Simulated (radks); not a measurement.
A free Pr atom in the configuration [Xe] 5d1 6s2 6p2. Theory: scalar-relativistic Kohn-Sham, r2SCAN, spin-unpolarised, spherical densities, finite nucleus (computed with the in-house radial solver radks).

```
Z 59
configuration [Xe] 5d1 6s2 6p2
relativity scalar-relativistic
functional r2scan,r2scan
spin unpolarised
nucleus finite rms 4.8919 fm
c 137.035999084
```

Wanted: the number of electrons inside radius r (solid) and the radial density 4πr²ρ (dashed).

The count levels off at 59 electrons. Half of them lie within 0.439 bohr, 90 % within 1.97 bohr and 99 % within 5.55 bohr. The radial density has minima at 0.0323, 0.137 and 0.421 bohr, where the count stands at 2.0, 11.2 and 28.9; these part the shells that the density resolves.

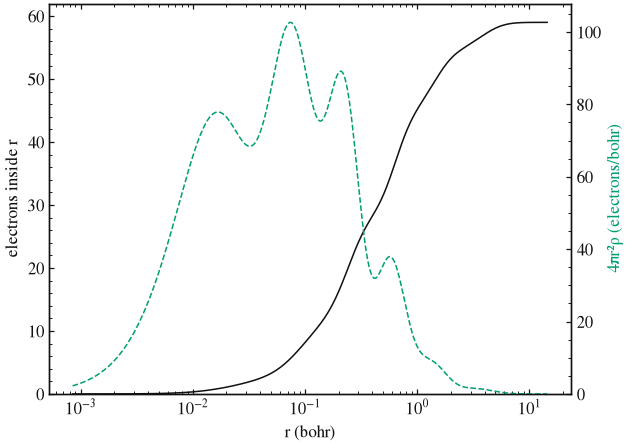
